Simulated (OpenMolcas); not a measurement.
# HfHCl3O (SMILES Cl[Hf](Cl)(Cl)O) at 6 levels

We compute a comparison of 6 runs (HF/def2-SVP, B2PLYP/def2-SVP, BHLYP/def2-SVP, M06-2X/def2-SVP, PBE0/def2-SVP, MP2/def2-SVP) of HfHCl3O. 

The results are computed with OpenMolcas 26.06.

## Step 1: The system as given

HfHCl3O has 6 atoms, charge 0, and is taken as a singlet. As SMILES, `Cl[Hf](Cl)(Cl)O`. The coordinates come from a PBE0-D4/def2-TZVP relaxation.

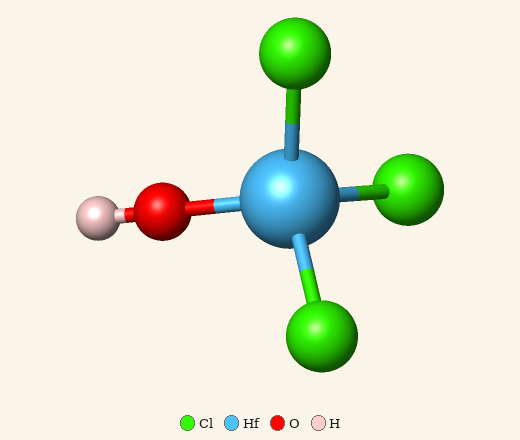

The structure, seen from a chosen angle (chlorine green, hafnium blue, oxygen red, hydrogen pink).

## Step 2: Energy and forces at HF/def2-SVP (core potential) (run 1)

mol.inp reads:

```
&GATEWAY
 BasLib=$CurrDir
 Coord
 6
 angstrom
 Cl       0.876760      -0.101050      -2.336560
 Hf      -0.022850      -0.350510      -0.194310
 Cl      -2.262380      -0.999350      -0.349730
 Cl       1.185990      -1.965090       0.985740
 O        0.084060       1.291990       0.717110
 H        0.138420       2.124020       1.177740
 Basis=def2-SVP
 Group=NoSym

&SEWARD

&SCF
 Thresholds=1e-10 1e-07 1e-07 1e-05
 PrOrbitals=1 1

&ALASKA
```

The basis set def2-SVP is read from a file made from the Basis Set Exchange's data (not shown).

The run is started by

```console
$ export MOLCAS_MEM=1860
$ pymolcas mol.inp > mol.log
```

The program printed:

```text
--- Start Module: gateway ---
[...]
--- Stop Module: gateway /rc=_RC_ALL_IS_WELL_ ---
[...]
      Basis functions          105
[...]
--- Start Module: scf ---
[...]
       Convergence after  15 Iterations
[...]
::    Total SCF energy                              -1501.2566340164
[...]
      Total spin, S                                     0.0000000000
[...]
      Total electronic charge=   72.000000
      Total            charge=   -0.000000
[...]
      Dipole Moment (debye):
      Origin of the operator (angstrom)=   -0.0318   -0.4885   -0.2709
                   X=  1.7533E-01               Y=  2.6885E+00               Z=  1.4899E+00           Total=  3.0788E+00
      Quadrupole Moment (debye*angstrom):
[...]
--- Stop Module: scf /rc=_RC_ALL_IS_WELL_ ---
[...]
--- Start Module: alaska ---
[...]
 *              Molecular gradients               *
 **************************************************
  Irreducible representation: a
 ------------------------------------------------------------------------------------------
                              X                       Y                       Z
 ------------------------------------------------------------------------------------------
  CL1              -5.36636673977142E-03   -1.60200621076356E-03    1.27006318333791E-02
  HF2              -1.82592511919571E-04   -2.75454658401708E-03   -1.52623494490123E-03
  CL3               1.33464706853701E-02    3.75074677780152E-03    8.64170706558864E-04
  CL4              -7.21616309370354E-03    9.50678977621067E-03   -7.10134632119086E-03
  O5               -1.37767349470230E-03   -2.10579190572471E-02   -1.16567626399844E-02
  H6                7.96325154661326E-04    1.21569352980453E-02    6.71954136626329E-03
 ------------------------------------------------------------------------------------------
[...]
```

Wall time 17 s (1 thread of Arm Neoverse V1, shared host); peak memory 0.6 GiB.

## Step 3: The energy at B2PLYP/def2-SVP (core potential) (run 2)

calc.inp reads:

```
&GATEWAY
  BASLIB
  $CurrDir
  BASISSET
  Cl.def2-SVP....
  Cl1 0.876760 -0.101050 -2.336560 angstrom
  Cl3 -2.262380 -0.999350 -0.349730 angstrom
  Cl4 1.185990 -1.965090 0.985740 angstrom
  End of Basis
  BASISSET
  Hf.def2-SVP....
  Hf2 -0.022850 -0.350510 -0.194310 angstrom
  End of Basis
  BASISSET
  O.def2-SVP....
  O5 0.084060 1.291990 0.717110 angstrom
  End of Basis
  BASISSET
  H.def2-SVP....
  H6 0.138420 2.124020 1.177740 angstrom
  End of Basis

&SEWARD
  GRIDINPUT
  Grid=UltraFine
  End of Grid

&SCF
  KSDFT
  B2PLYP_SCF
  THRESHOLDS
  1e-10 1e-07 1e-07 1e-05
  PRORBITALS
  1 1

&MBPT2
  FROZEN
  16
```

The basis set def2-SVP is read from a file made from the Basis Set Exchange's data (not shown).

The run is started by

```console
$ export MOLCAS_MEM=1860
$ pymolcas calc.inp > calc.log
```

The program printed:

```text
--- Start Module: gateway ---
[...]
--- Stop Module: gateway /rc=_RC_ALL_IS_WELL_ ---
[...]
      Basis functions          105
[...]
--- Start Module: scf ---
[...]
       Convergence after  14 Iterations
[...]
::    Total KS-DFT energy                           -1503.3668377158
[...]
      Total spin, S                                     0.0000000000
[...]
      Total electronic charge=   72.000000
      Total            charge=   -0.000000
[...]
      Dipole Moment (debye):
      Origin of the operator (angstrom)=   -0.0318   -0.4885   -0.2709
                   X=  1.7130E-01               Y=  2.6266E+00               Z=  1.4557E+00           Total=  3.0079E+00
      Quadrupole Moment (debye*angstrom):
[...]
--- Stop Module: scf /rc=_RC_ALL_IS_WELL_ ---
[...]
--- Start Module: mbpt2 ---
[...]
 ###    WARNING: MP2 implementation intended for RHF references only         ###
 ###############################################################################
MBPT2 WARNING: Reference function according to RunFile:KS-DFT
I'll assume you know what you're doing and continue
WARNING!
Default frozen orbitals as non valence orbitals is overwritten by user input.
Default values:  16
[...]
       Reference weight ( Cref**2 )         =        0.70047
::    Total MBPT2 energy                            -1504.3517867198
[...]
      Total MBPT2 calculations                           0.63      0.72
--- Stop Module: mbpt2 /rc=_RC_ALL_IS_WELL_ ---
[...]
```

Run time: 26 s. Hardware: 1 thread of Arm Neoverse V1, shared host; peak memory 0.6 GiB.

Runs 3 to 5 aren't shown in full; the table further down has their settings and results.

## Step 4: The energy at MP2/def2-SVP (core potential) (run 6)

mol.inp reads:

```
&GATEWAY
BasLib=$CurrDir
Coord
6
angstrom
Cl       0.876760      -0.101050      -2.336560
Hf      -0.022850      -0.350510      -0.194310
Cl      -2.262380      -0.999350      -0.349730
Cl       1.185990      -1.965090       0.985740
O        0.084060       1.291990       0.717110
H        0.138420       2.124020       1.177740
Basis=def2-SVP
Group=NoSym
&SEWARD
&SCF
Thresholds=1e-10 1e-07 1e-07 1e-05
PrOrbitals=1 2
&MBPT2
Frozen=16
```

The basis set def2-SVP is read from a file made from the Basis Set Exchange's data (not shown).

The run is started by

```console
$ export MOLCAS_MEM=1860
$ pymolcas mol.inp > mol.log
```

The program printed:

```text
--- Start Module: gateway ---
[...]
--- Stop Module: gateway /rc=_RC_ALL_IS_WELL_ ---
[...]
      Basis functions          105
[...]
--- Start Module: scf ---
[...]
       Convergence after  15 Iterations
[...]
::    Total SCF energy                              -1501.2566340164
[...]
      Total spin, S                                     0.0000000000
[...]
      Total electronic charge=   72.000000
      Total            charge=   -0.000000
[...]
      Dipole Moment (debye):
      Origin of the operator (angstrom)=   -0.0318   -0.4885   -0.2709
                   X=  1.7533E-01               Y=  2.6885E+00               Z=  1.4899E+00           Total=  3.0788E+00
      Quadrupole Moment (debye*angstrom):
[...]
--- Stop Module: scf /rc=_RC_ALL_IS_WELL_ ---
[...]
--- Start Module: mbpt2 ---
[...]
WARNING!
Default frozen orbitals as non valence orbitals is overwritten by user input.
Default values:  16
[...]
       Reference weight ( Cref**2 )         =        0.78712
::    Total MBPT2 energy                            -1502.0562935278
[...]
      Total MBPT2 calculations                           0.65      0.75
--- Stop Module: mbpt2 /rc=_RC_ALL_IS_WELL_ ---
[...]
```

Wall time 13 s (1 thread of Arm Neoverse V1, shared host); peak memory 0.6 GiB.

## Step 5: The series

| run | level | task | frozen core orbitals | energy (Eh) | dipole moment (D) of the reference | HOMO energy (eV) | LUMO energy (eV) | wall time |
| --- | --- | --- | --- | --- | --- | --- | --- | --- |
| 1 | HF/def2-SVP (core potential) | gradient | – | -1501.256634 | 3.08 | -12.57 | 1.97 | 17 s |
| 2 | B2PLYP/def2-SVP (core potential) | energy | 16 | -1503.632774 | 3.01 | -10.41 | 0.03 | 26 s |
| 3 | BHLYP/def2-SVP (core potential) | gradient | – | -1504.131032 | 3.00 | -10.47 | -0.33 | 35 s |
| 4 | M06-2X/def2-SVP (core potential) | gradient | – | -1504.110444 | 3.04 | -10.60 | -0.46 | 43 s |
| 5 | PBE0/def2-SVP (core potential) | gradient | – | -1503.723655 | 3.03 | -9.28 | -1.36 | 39 s |
| 6 | MP2/def2-SVP (core potential) | energy | 16 | -1502.056294 | 3.08 | -12.57 | 1.97 | 13 s |

## Step 6: Outcome

| quantity | value |
| --- | --- |
| run 6: total energy | -1502.05629 Eh |
| run 6: dipole moment (mean-field density) | 3.08 D |
| run 6: HOMO energy (Hartree–Fock orbitals) | -12.57 eV |
| run 6: LUMO energy (Hartree–Fock orbitals) | 1.97 eV |
| run 6: HOMO–LUMO gap (Hartree–Fock orbitals) | 14.54 eV |
| run 6: correlation energy (16 core orbitals frozen) | -799.7 mEh |

Over runs 1, 2, 3, 4, 5 the dipole moment (its size) runs from 3.00 D (BHLYP/def2-SVP) to 3.08 D (HF/def2-SVP). Over runs 1, 2, 3, 4, 5 the HOMO–LUMO gap runs from 7.92 eV (PBE0/def2-SVP) to 14.54 eV (HF/def2-SVP). Exact exchange widens orbital gaps. For B2PLYP the log adds the whole second-order term; the table takes 0.27 of it, as the functional is defined. Totals of different functionals can't be ranked against each other. All runs together took 2.9 min, the longest 43 s.
